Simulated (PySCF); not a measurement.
Reaction (SMILES): CO (CH3-OH) + [H][H] (H2) → C (CH4) + O (H2O)
B3LYP-D3(BJ)/def2-TZVP geometries, fixed; electronic energies without zero-point terms.

Basis-set convergence of the energy of full hydrogenation at HF with PySCF. All functions are spherical. Density fitting with generated auxiliary sets. No added dispersion term, no relativity. Functions are those of the species that has most. Reference: the value in pcseg-3, -30.68 kcal/mol, itself unsure by roughly 0.12 kcal/mol (its mean distance from def2-QZVPP, cc-pVQZ). Deviations are taken from unrounded values.

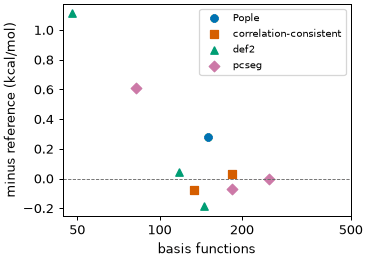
Fig. 1. Deviation from the reference against the number of basis functions, by family of sets.

| basis | functions | energy of full hydrogenation (kcal/mol) | minus reference (kcal/mol) |
|---|---|---|---|
| def2-SVP | 48 | -29.57 | 1.11 |
| aug-pcseg-1 | 82 | -30.07 | 0.61 |
| def2-TZVPP | 118 | -30.64 | 0.04 |
| jun-cc-pV(T+d)Z | 134 | -30.75 | -0.08 |
| def2-TZVPPD | 145 | -30.87 | -0.19 |
| 6-311++G(3df,3pd) | 150 | -30.40 | 0.28 |
| aug-cc-pVTZ | 184 | -30.65 | 0.03 |
| aug-pcseg-2 | 184 | -30.75 | -0.07 |
| pcseg-3 | 252 | -30.68 | 0.00 |
